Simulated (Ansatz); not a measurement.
**Geometry relaxation of SiNH₅ (part 2 of 2)**

The same run, continued: SiNH₅; RHF/def2-TZVP (Ansatz 0.2.0). It belongs to a series of runs on one base structure; here: end point B relaxed.

Geometry of the input (Å):
```
Si -0.7634  -0.0779  -0.3344
H  1.0899  -0.6350  1.5927
N  0.5029  0.4821  -1.0531
H  1.2716  -0.3490  0.9906
H  -1.8885  0.6733  0.2524
H  -0.9241  -1.5212  -0.1672
H  0.7115  1.4278  -1.2810
```

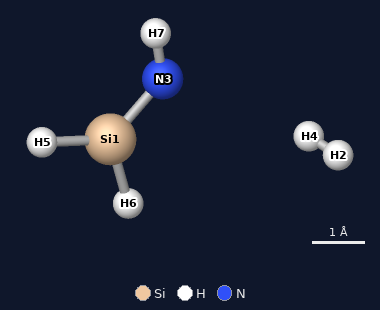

Figure 1. The geometry at step 24 of the log (ball-and-stick view, seen at a tilt; atoms are numbered from 1 in the order of the input).

Trajectory as extended XYZ, continued
```
7
Properties=species:S:1:pos:R:3:forces:R:3 step=10 energy=-9421.82628
Si   -1.0567    0.0439   -0.6446    0.0403   0.0306  -0.0241
H     1.8501   -0.9175    2.3613    0.0093   0.0161  -0.0410
N     0.2674    0.5829   -1.2876   -0.0810  -0.0125   0.0423
H     1.9238   -0.6567    1.6762   -0.0045  -0.0166   0.0419
H    -2.2424    0.8049   -0.2053    0.0280  -0.0146  -0.0147
H    -1.2199   -1.3918   -0.4132   -0.0039  -0.0010   0.0009
H     0.4777    1.5345   -1.4868    0.0119  -0.0018  -0.0052
7
Properties=species:S:1:pos:R:3:forces:R:3 step=11 energy=-9421.82673
Si   -1.0972    0.0519   -0.6693    0.1066   0.0836  -0.0553
H     1.9565   -0.9242    2.4009    0.0076   0.0459  -0.1292
N     0.2616    0.5794   -1.2526   -0.1841  -0.0444   0.0778
H     1.9774   -0.6756    1.7050   -0.0051  -0.0453   0.1274
H    -2.3050    0.8207   -0.3016    0.0704  -0.0349  -0.0262
H    -1.2737   -1.3803   -0.4265   -0.0050   0.0003   0.0042
H     0.4805    1.5284   -1.4559    0.0096  -0.0051   0.0014
7
Properties=species:S:1:pos:R:3:forces:R:3 step=13 energy=-9421.82793
Si   -1.1075    0.0488   -0.6668    0.1297   0.0768  -0.0555
H     1.9769   -0.9152    2.3796    0.0035   0.0141  -0.0399
N     0.2623    0.5748   -1.2188   -0.1101  -0.0678   0.0525
H     1.9701   -0.6656    1.6864   -0.0006  -0.0136   0.0381
H    -2.3179    0.8232   -0.3340    0.0044  -0.0258  -0.0032
H    -1.2871   -1.3827   -0.4210   -0.0165   0.0084   0.0043
H     0.5033    1.5170   -1.4254   -0.0104   0.0079   0.0038
7
Properties=species:S:1:pos:R:3:forces:R:3 step=14 energy=-9421.82920
Si   -1.1289    0.0491   -0.6671    0.0479   0.0353  -0.0631
H     2.0332   -0.9005    2.3499    0.0046   0.0034  -0.0098
N     0.2723    0.5594   -1.1467   -0.0719  -0.0342   0.0369
H     1.9855   -0.6500    1.6595   -0.0021  -0.0031   0.0078
H    -2.3594    0.8248   -0.4229    0.0230   0.0067   0.0012
H    -1.3392   -1.3774   -0.4157    0.0182   0.0040   0.0113
H     0.5363    1.4948   -1.3570   -0.0197  -0.0121   0.0157
7
Properties=species:S:1:pos:R:3:forces:R:3 step=15 energy=-9421.82159 accepted=F
Si   -1.1837    0.0429   -0.6954    0.4618   0.3142   0.0694
H     2.1443   -0.8667    2.2788   -0.0274   0.0709  -0.1916
N     0.2892    0.5242   -0.9912   -0.5980  -0.1745   0.0806
H     2.0115   -0.6152    1.5942    0.0284  -0.0716   0.1898
H    -2.4375    0.8379   -0.6041    0.2344  -0.1015  -0.0890
H    -1.4312   -1.3684   -0.3859    0.0123   0.0389  -0.0729
H     0.6074    1.4455   -1.1965   -0.1115  -0.0764   0.0137
7
Properties=species:S:1:pos:R:3:forces:R:3 step=16 energy=-9421.82877 accepted=F
Si   -1.1328    0.0491   -0.6722   -0.0041  -0.0038  -0.0191
H     2.0504   -0.8992    2.3433    0.0055  -0.0057   0.0160
N     0.2698    0.5551   -1.1482    0.0007  -0.0357   0.0922
H     1.9767   -0.6510    1.6551   -0.0026   0.0061  -0.0185
H    -2.3642    0.8271   -0.4439    0.0113   0.0072   0.0084
H    -1.3386   -1.3742   -0.4013   -0.0048  -0.0046  -0.0186
H     0.5387    1.4933   -1.3329   -0.0060   0.0365  -0.0604
7
Properties=species:S:1:pos:R:3:forces:R:3 step=18 energy=-9421.83076
Si   -1.1533    0.0475   -0.6751    0.0239   0.0436  -0.0141
H     2.1027   -0.8865    2.3173   -0.0111   0.0333  -0.0931
N     0.2798    0.5409   -1.0716   -0.0758  -0.0342   0.0389
H     1.9862   -0.6390    1.6314    0.0136  -0.0329   0.0902
H    -2.3936    0.8366   -0.5248    0.0629  -0.0331  -0.0121
H    -1.3787   -1.3721   -0.3981   -0.0086   0.0095  -0.0022
H     0.5569    1.4727   -1.2792   -0.0049   0.0138  -0.0078
7
Properties=species:S:1:pos:R:3:forces:R:3 step=19 energy=-9421.83122
Si   -1.1637    0.0466   -0.6782    0.0691   0.0663  -0.0110
H     2.1322   -0.8792    2.3009   -0.0200   0.0418  -0.1171
N     0.2834    0.5332   -1.0354   -0.1328  -0.0514   0.0471
H     1.9884   -0.6335    1.6187    0.0224  -0.0415   0.1141
H    -2.4069    0.8394   -0.5712    0.0753  -0.0366  -0.0167
H    -1.4004   -1.3691   -0.3907   -0.0063   0.0097  -0.0080
H     0.5671    1.4629   -1.2441   -0.0077   0.0117  -0.0083
7
Properties=species:S:1:pos:R:3:forces:R:3 step=20 energy=-9421.83196
Si   -1.1713    0.0456   -0.6786    0.1264   0.0665  -0.0203
H     2.1523   -0.8735    2.2863   -0.0153   0.0300  -0.0845
N     0.2850    0.5276   -1.0062   -0.1578  -0.0611   0.0488
H     1.9904   -0.6296    1.6086    0.0177  -0.0296   0.0815
H    -2.4132    0.8416   -0.6090    0.0463  -0.0245  -0.0119
H    -1.4163   -1.3671   -0.3841   -0.0087   0.0085  -0.0067
H     0.5731    1.4555   -1.2171   -0.0086   0.0103  -0.0070
7
Properties=species:S:1:pos:R:3:forces:R:3 step=22 energy=-9421.83402
Si   -1.1979    0.0431   -0.6814    0.2215   0.0804  -0.0014
H     2.2337   -0.8549    2.2248   -0.0203   0.0243  -0.0714
N     0.2895    0.5088   -0.8788   -0.2457  -0.0823   0.0159
H     1.9978   -0.6169    1.5671    0.0229  -0.0244   0.0690
H    -2.4326    0.8456   -0.7731    0.0275  -0.0211  -0.0151
H    -1.4792   -1.3537   -0.3467   -0.0114   0.0078  -0.0044
H     0.5888    1.4282   -1.1119    0.0054   0.0152   0.0074
7
Properties=species:S:1:pos:R:3:forces:R:3 step=23 energy=-9421.83396 accepted=F
Si   -1.2061    0.0463   -0.6680    0.1256   0.0586  -0.1395
H     2.2685   -0.8513    2.2019   -0.0257   0.0253  -0.0721
N     0.2874    0.5028   -0.8353   -0.2118  -0.0342   0.0429
H     2.0011   -0.6123    1.5565    0.0289  -0.0256   0.0701
H    -2.4390    0.8437   -0.8424    0.0812  -0.0361   0.0395
H    -1.5049   -1.3478   -0.3369   -0.0022   0.0190   0.0412
H     0.5930    1.4188   -1.0759    0.0040  -0.0071   0.0180
7
Properties=species:S:1:pos:R:3:forces:R:3 step=24 energy=-9421.83512
Si   -1.2015    0.0430   -0.6835    0.0787   0.0218   0.0254
H     2.2516   -0.8539    2.2126    0.0024   0.0010  -0.0058
N     0.2861    0.5058   -0.8598   -0.0905  -0.0034   0.0066
H     1.9995   -0.6148    1.5634    0.0003  -0.0012   0.0035
H    -2.4332    0.8438   -0.8065    0.0065  -0.0042  -0.0154
H    -1.4924   -1.3486   -0.3362   -0.0053  -0.0022  -0.0113
H     0.5899    1.4249   -1.0899    0.0079  -0.0118  -0.0029
7
Properties=species:S:1:pos:R:3:forces:R:3 step=25 energy=-9421.83627
Si   -1.2154    0.0440   -0.6820   -0.0264   0.0229  -0.0100
H     2.2995   -0.8508    2.1823   -0.0064   0.0079  -0.0241
N     0.2798    0.5003   -0.7941   -0.0490   0.0332   0.0009
H     2.0111   -0.6099    1.5483    0.0092  -0.0084   0.0223
H    -2.4399    0.8411   -0.9042    0.0636  -0.0369   0.0070
H    -1.5289   -1.3375   -0.3132    0.0003   0.0103  -0.0015
H     0.5938    1.4131   -1.0371    0.0088  -0.0290   0.0055
7
Properties=species:S:1:pos:R:3:forces:R:3 step=27 energy=-9421.83763
Si   -1.2363    0.0461   -0.6864   -0.0595   0.0190  -0.0101
H     2.3673   -0.8511    2.1434   -0.0167   0.0133  -0.0365
N     0.2636    0.4995   -0.7076   -0.0325   0.0441  -0.0140
H     2.0292   -0.6076    1.5348    0.0193  -0.0140   0.0354
H    -2.4404    0.8301   -1.0360    0.0788  -0.0464   0.0163
H    -1.5786   -1.3175   -0.2772    0.0015   0.0162  -0.0034
H     0.5952    1.4005   -0.9710    0.0089  -0.0322   0.0124
7
Properties=species:S:1:pos:R:3:forces:R:3 step=28 energy=-9421.83875
Si   -1.2545    0.0506   -0.6884    0.0076  -0.0369  -0.0172
H     2.4188   -0.8560    2.1192   -0.0048   0.0040  -0.0123
N     0.2448    0.5037   -0.6506   -0.0276   0.0332  -0.0013
H     2.0489   -0.6090    1.5317    0.0069  -0.0047   0.0111
H    -2.4339    0.8160   -1.1329    0.0095  -0.0029   0.0092
H    -1.6158   -1.2993   -0.2512   -0.0061   0.0198   0.0035
H     0.5916    1.3943   -0.9279    0.0144  -0.0125   0.0070
7
Properties=species:S:1:pos:R:3:forces:R:3 step=29 energy=-9421.83667 accepted=F
Si   -1.2885    0.0545   -0.7028    0.1269   0.1107  -0.0004
H     2.5225   -0.8661    2.0710   -0.0935   0.0551  -0.1207
N     0.2063    0.5134   -0.5346   -0.2984  -0.0296  -0.0560
H     2.0909   -0.6120    1.5249    0.0944  -0.0557   0.1198
H    -2.4218    0.7878   -1.3261    0.1933  -0.1267   0.0999
H    -1.6942   -1.2605   -0.1944   -0.0135   0.0764  -0.0467
H     0.5848    1.3831   -0.8380   -0.0092  -0.0303   0.0041
7
Properties=species:S:1:pos:R:3:forces:R:3 step=31 energy=-9421.83901
Si   -1.2556    0.0487   -0.6940   -0.0292   0.0012   0.0205
H     2.4240   -0.8570    2.1160    0.0012   0.0000  -0.0025
N     0.2402    0.5076   -0.6460    0.0167   0.0115  -0.0024
H     2.0498   -0.6091    1.5320    0.0008  -0.0008   0.0013
H    -2.4353    0.8118   -1.1401    0.0030  -0.0010  -0.0111
H    -1.6204   -1.2957   -0.2462    0.0030  -0.0066  -0.0050
H     0.5973    1.3939   -0.9218    0.0045  -0.0044  -0.0008
7
Properties=species:S:1:pos:R:3:forces:R:3 step=32 energy=-9421.83960
Si   -1.2692    0.0515   -0.6954   -0.0008   0.0221  -0.0056
H     2.4638   -0.8614    2.0985   -0.0120   0.0080  -0.0204
N     0.2243    0.5130   -0.6024   -0.0194  -0.0102  -0.0013
H     2.0661   -0.6107    1.5306    0.0135  -0.0086   0.0192
H    -2.4302    0.8000   -1.2137    0.0212  -0.0155   0.0051
H    -1.6501   -1.2817   -0.2270    0.0007   0.0037   0.0005
H     0.5954    1.3895   -0.8905   -0.0032   0.0005   0.0027
7
Properties=species:S:1:pos:R:3:forces:R:3 step=33 energy=-9421.83841 accepted=F
Si   -1.2945    0.0556   -0.7013    0.0600   0.1406  -0.0522
H     2.5371   -0.8699    2.0629   -0.0809   0.0470  -0.1005
N     0.1912    0.5260   -0.5201   -0.1651  -0.0520  -0.0328
H     2.0963   -0.6139    1.5262    0.0814  -0.0473   0.0994
H    -2.4189    0.7736   -1.3533    0.1554  -0.1078   0.0900
H    -1.7068   -1.2528   -0.1865   -0.0049   0.0436  -0.0153
H     0.5955    1.3815   -0.8278   -0.0458  -0.0240   0.0113
7
Properties=species:S:1:pos:R:3:forces:R:3 step=34 energy=-9421.83980
Si   -1.2804    0.0538   -0.6993    0.0275   0.0240   0.0012
H     2.4990   -0.8653    2.0819   -0.0244   0.0150  -0.0353
N     0.2116    0.5150   -0.5624   -0.0780   0.0069  -0.0131
H     2.0825   -0.6126    1.5279    0.0254  -0.0156   0.0343
H    -2.4219    0.7887   -1.2818    0.0540  -0.0316   0.0224
H    -1.6785   -1.2664   -0.2068   -0.0043   0.0171  -0.0113
H     0.5875    1.3871   -0.8595   -0.0003  -0.0159   0.0019
7
Properties=species:S:1:pos:R:3:forces:R:3 step=36 energy=-9421.84020
Si   -1.2864    0.0545   -0.6990    0.0110   0.0424  -0.0192
H     2.5186   -0.8692    2.0688   -0.0128   0.0076  -0.0186
N     0.1998    0.5230   -0.5374   -0.0483  -0.0166  -0.0026
H     2.0898   -0.6141    1.5260    0.0137  -0.0080   0.0177
H    -2.4137    0.7760   -1.3234    0.0422  -0.0294   0.0225
H    -1.6962   -1.2565   -0.1929    0.0027   0.0097  -0.0014
H     0.5881    1.3865   -0.8422   -0.0085  -0.0057   0.0018
7
Properties=species:S:1:pos:R:3:forces:R:3 step=37 energy=-9421.84044
Si   -1.2865    0.0548   -0.6977    0.0018   0.0000   0.0019
H     2.5211   -0.8723    2.0552    0.0014  -0.0004  -0.0002
N     0.1962    0.5258   -0.5217    0.0030   0.0047  -0.0015
H     2.0868   -0.6109    1.5207    0.0000  -0.0006  -0.0002
H    -2.4039    0.7669   -1.3434   -0.0010  -0.0019  -0.0026
H    -1.7009   -1.2501   -0.1814   -0.0049  -0.0013   0.0007
H     0.5871    1.3860   -0.8317   -0.0003  -0.0006   0.0018
```

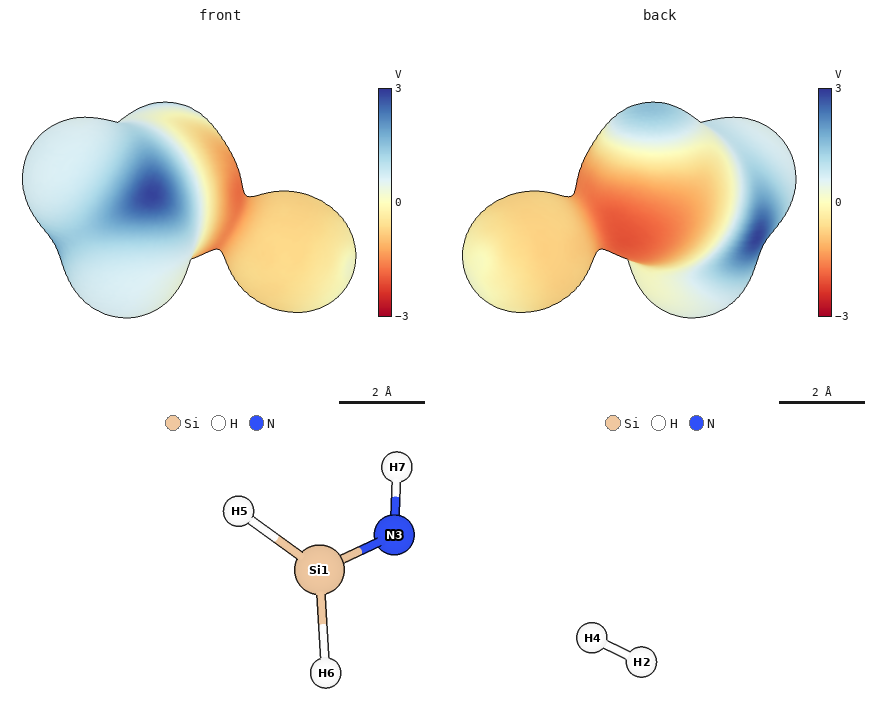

Figure 2. The electrostatic potential painted on the density surface at 0.002 e/bohr³, seen at a tilt and from behind; red is negative and blue positive. The bare structure is drawn below in the same view.

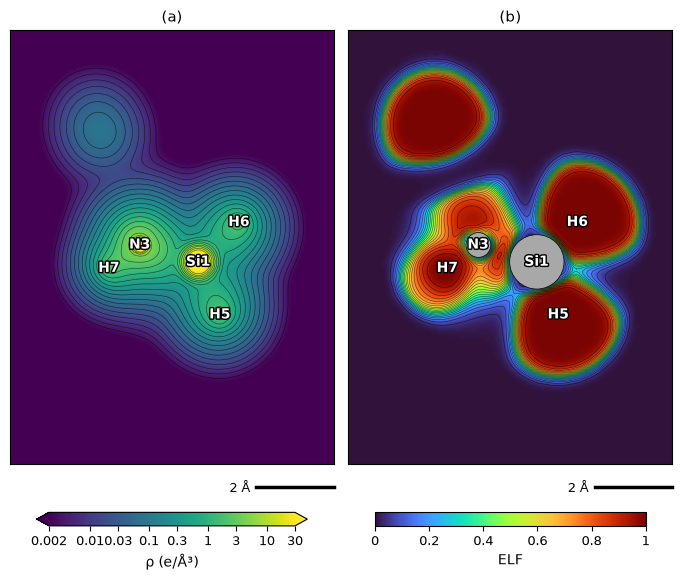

Figure 3. (a) electron density; (b) ELF on the plane of atoms N3, Si1 and H5. Grey discs, where drawn, cover atomic cores. Atoms in the plane: Si, N and H. N–H (0.99 Å): ρ at the midpoint is about 3 e/Å³, with its minimum of 2.3 e/Å³ about 0.8 Å from N; the ELF climbs to about 1 towards the hydrogen, as it does in any bond to H; a covalent bond by its length. Si–H (1.46 Å): ρ is about 0.87 e/Å³ halfway; the ELF climbs to about 1 towards the hydrogen.

Key numbers

```csv
quantity,value
outcome,converged
total energy,−9421.8404 eV
mean-field energy,−9421.8404 eV
largest force (length of the vector) at the end,0.006 eV/Å
wall time,11 s (CPU time 20 s)
peak memory,0.17 GiB
```
